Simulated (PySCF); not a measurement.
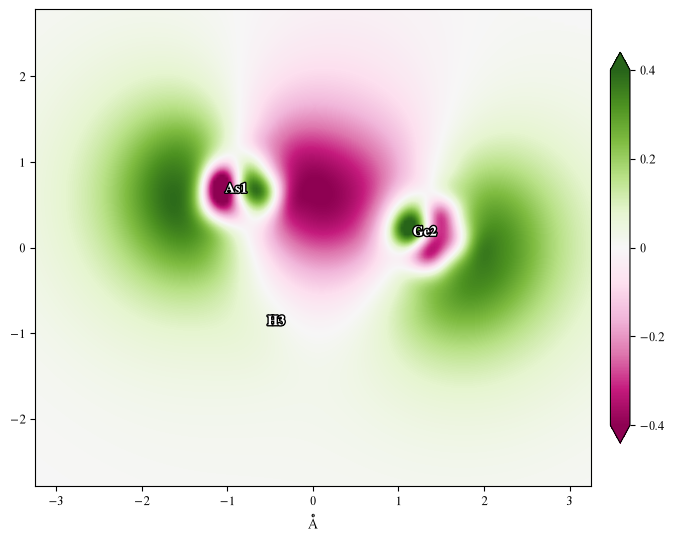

Figure 1: AsGeH (SMILES [Ge]=[AsH]). The HOMO−1 on the molecular plane (values in Å⁻³ᐟ²; the overall sign is arbitrary).

Geometry: BLYP-D3(BJ)/def2-SVP.

Method: Gaussian-basis quantum chemistry of an isolated molecule with PySCF, energy and nuclear gradient, functional PBE0 in PySCF.

Describe this orbital and give its energy.

By Hirshfeld shares it lies mainly on As1 (about 50 %) and Ge2 (about 50 %); it is symmetric in the molecular plane (an in-plane orbital: σ, lone-pair or in-plane π type). Its energy is −6.72 eV.
